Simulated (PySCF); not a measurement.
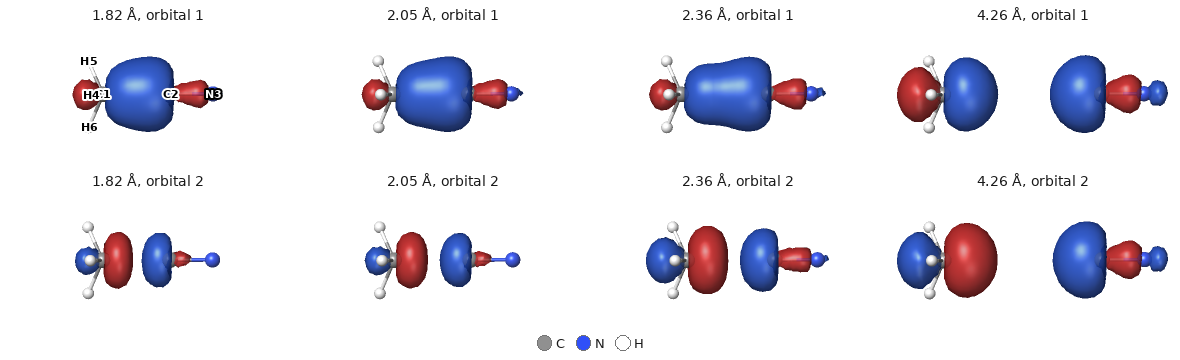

*C₂H₃N, SMILES `CC#N`. Rigid stretch of the C1–C2 bond. The two CASSCF(2,2) natural orbitals nearest half filling (orbital 1 the more occupied).*

PySCF calculation, 6-31G* basis, gas phase; geometry: GFN2-xTB. No frequency check shows the geometry to be a minimum.

Geometry (Å), atoms numbered from 1:

```
C1      -1.1629    0.0000    0.0000
C2       0.2738    0.0000    0.0000
N3       1.4164    0.0000    0.0000
H4      -1.5269   -0.9586    0.3679
H5      -1.5269    0.7979    0.6462
H6      -1.5269    0.1607   -1.0141
```

How do the occupations change along the stretch?

Answer. 1.82 Å: 1.96 and 0.04; 2.05 Å: 1.93 and 0.07; 2.36 Å: 1.87 and 0.13; 4.26 Å: 1.07 and 0.93. At the longest distance computed (4.26 Å) they are 1.07 and 0.93, and the effective number of unpaired electrons is 2.0.

UHF's ⟨S²⟩ passes 1 along the scan (up to 1.31), so it also polarises electrons outside the stretched bond; its energy lowering isn't due to that bond alone.

Where does the UHF solution part from RHF?

Answer. Between 2.05 Å (⟨S²⟩ = 0, the two coincide) and 2.36 Å (⟨S²⟩ = 0.71); at 4.26 Å ⟨S²⟩ is 1.31 and UHF lies 4.2 eV below RHF.

How much energy does the stretch cost?

Answer. By CASSCF, 5.5 eV from the lowest point of the scan (1.52 Å) to 4.26 Å; RHF gives 8.9 eV from its own lowest point. The fragments aren't relaxed and dynamic correlation is missing, so this isn't a bond dissociation energy.
